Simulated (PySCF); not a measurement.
# C4H5PS: the cost of one run

Programs: PySCF 2.14.0, with routines of our own; each step states its level. All values are computed. Atoms count from 0.

## Step 1: The starting structure

11 atoms, charge 0, multiplicity 1; geometry from: GFN2-xTB.

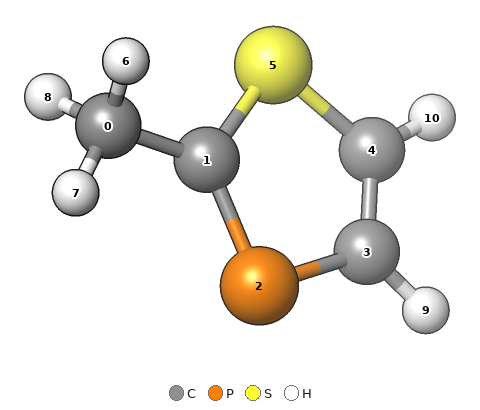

The starting geometry (carbon grey, phosphorus orange, sulfur yellow, hydrogen white).

## Step 2: Magnetic properties: GIAO CAM-B3LYP/pcSseg-1

The job: settings as JSON, then the geometry in Å.

```
{"job": {"kind": "mag", "xc": "CAM-B3LYP", "basis": "pcSseg-1", "isotopologues": 2}, "charge": 0, "multiplicity": 1}
C     -2.058189    -0.035477     0.000137
C     -0.566979    -0.080032     0.013001
P      0.369119    -1.478040     0.340050
C      1.903662    -0.621870     0.146876
C      1.850434     0.692454    -0.157443
S      0.290606     1.386466    -0.323110
H     -2.431754     0.678426     0.734974
H     -2.458550    -1.019344     0.234517
H     -2.430178     0.270794    -0.978255
H      2.844563    -1.134699     0.270543
H      2.692690     1.343994    -0.307253
```

With the program's defaults for keys left out, this is: GIAO CAM-B3LYP/pcSseg-1 magnetisability, rotational g tensor and spin-rotation constants, non-relativistic, gas phase.

On the command line:

```
OMP_NUM_THREADS=1 python excited_run.py task.json out
```

The driver reads the jobs from task.json and runs them one after another.

**Question.** How long does this first job take on 1 thread of Arm Neoverse V2, shared host, and how much memory does it need?

About 20 s, with a peak of 0.74 GiB.
